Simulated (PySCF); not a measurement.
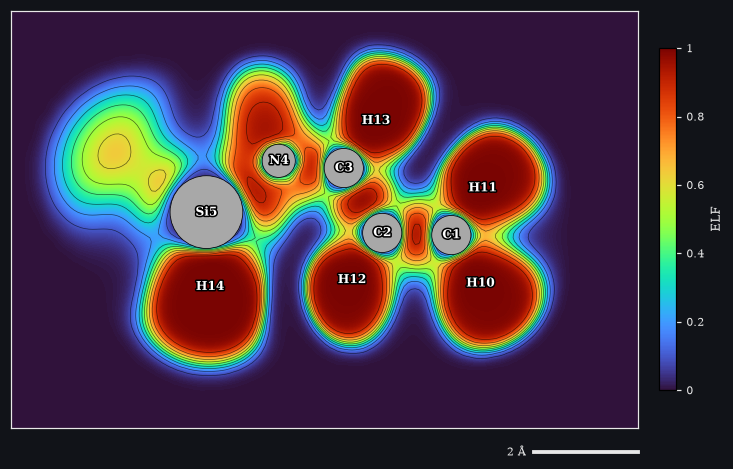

C6H10ClNSi. Electron localisation function on the plane of atoms H10, C1 and H11. Grey discs cover the atomic cores.

Geometry: GFN2-xTB.

All numbers below come from PBE0/pcSseg-1, SCF density, gas phase, non-relativistic in PySCF 2.14.0.

```tsv
atom	x (Å)	y (Å)	z (Å)
C	-3.3508	-0.4645	1.1367
C	-2.3113	0.0074	0.4547
C	-1.7799	-0.6641	-0.7149
N	-0.7936	-0.3060	-1.4114
Si	0.4083	0.9079	-1.3900
Cl	0.5368	1.4818	-3.3234
C	1.9993	-0.0087	-0.8603
C	1.9340	-0.4186	0.5660
C	2.6563	0.1141	1.5354
H	-3.7385	0.0328	2.0094
H	-3.8511	-1.3727	0.8406
H	-1.8056	0.9164	0.7496
H	-2.2975	-1.5780	-1.0140
H	0.2485	2.1276	-0.5935
H	2.8630	0.6351	-1.0252
H	2.1155	-0.8920	-1.4902
H	1.2121	-1.1946	0.7894
H	3.3785	0.8898	1.3386
H	2.5661	-0.2046	2.5599
```

### What do the fields say about this system?

The plane passes through C, N, Si and H nuclei.
C–N (1.26 Å): the ELF peaks at about 0.90 between the atoms: a short, multiple covalent bond.
C–C (1.33 Å): the ELF peaks at about 0.95 between the atoms: a short, multiple covalent bond.
Si–N (1.71 Å): the ELF peaks at about 0.90 between the atoms; a polar covalent bond.
C–H (1.08 Å): the ELF climbs to about 1 towards the hydrogen, as it does in any bond to H: a covalent bond by its length.
C–C (1.45 Å): the ELF peaks at about 0.95 between the atoms: localised, covalent bonding.
The ELF also peaks beside N4, away from the bonds: lone-pair regions.
